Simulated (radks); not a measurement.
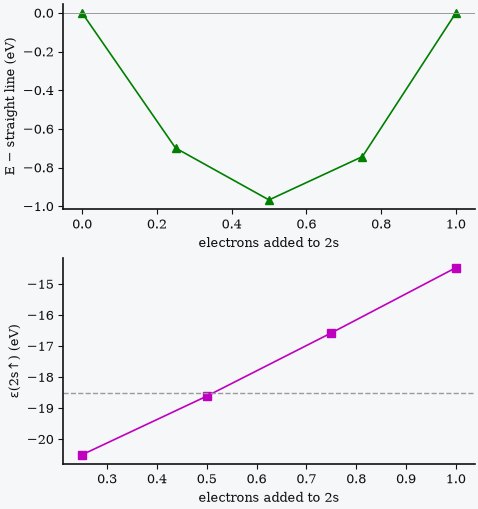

The calculation used the in-house radial solver radks at this level: scalar-relativistic Kohn-Sham, PBE, spin-polarised, spherical densities, finite nucleus. The occupation of the 2s shell is varied from Be²⁺ (1s2) to Be⁺ ([He] 2s1 (high spin)), with spherical fractional occupations. The plot shows the total energy less the straight line between the end points, and the eigenvalue of 2s↑ (the dashed line is minus the energy to take the whole electron out).

Describe the curve.

Answer. The curve is convex (below the straight line), with the largest deviation among the points computed, −0.97 eV, at 0.5. The end points differ by 18.5 eV, the energy to take the electron out. The eigenvalue, which is the slope of the energy (Janak's theorem), moves from −20.5 eV at 0.25 to −14.5 eV at 1; for a straight line it would stay constant, and a parabola would sag by an eighth of this change, scaled to a whole electron, 1.00 eV. Convexity is the delocalisation error: fractional charges are too low in energy.
